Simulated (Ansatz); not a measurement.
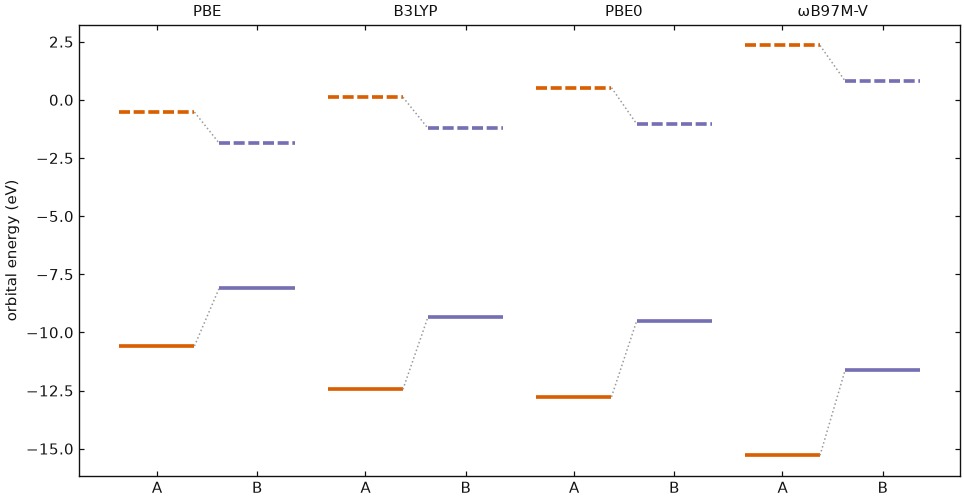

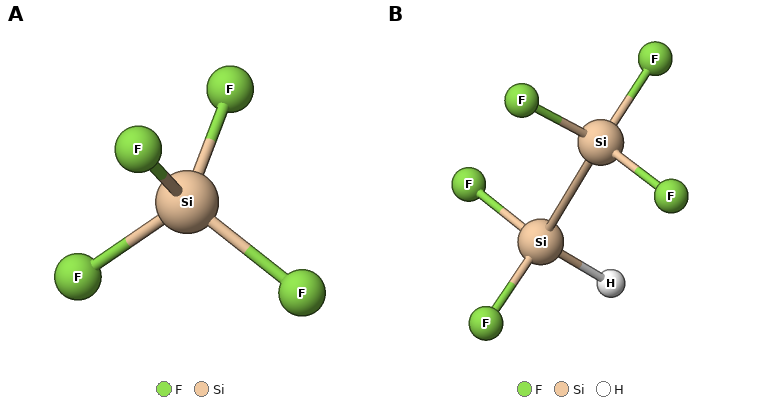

One change: A, SiF₄ (SMILES F[Si](F)(F)F), becomes B, Si₂HF₅ (SMILES F[SiH](F)[Si](F)(F)F). F on Si is replaced by SiHF₂ (bound through Si). HOMO (solid) and LUMO (dashed) computed in def2-TZVPP at PBE0-D4/def2-TZVP geometries, both minima by their frequencies, gas phase, the Ansatz code. Empty levels above zero depend strongly on the basis.

Q: What does the change do to HOMO and LUMO?

A: PBE: the HOMO rises by 2.51 eV, the LUMO falls by 1.35 eV, and the separation goes from 10.06 to 6.20 eV. B3LYP: the HOMO rises by 3.11 eV, the LUMO falls by 1.34 eV, and the separation goes from 12.56 to 8.11 eV. PBE0: the HOMO rises by 3.24 eV, the LUMO falls by 1.55 eV, and the separation goes from 13.30 to 8.50 eV. ωB97M-V: the HOMO rises by 3.65 eV, the LUMO falls by 1.52 eV, and the separation goes from 17.62 to 12.45 eV.

Q: Do the functionals agree on the effect?

A: They agree on the direction for both levels; the HOMO shift lies between 2.51 and 3.65 eV and the LUMO shift between −1.55 and −1.34 eV, while the separations themselves differ by up to 7.6 eV between functionals.
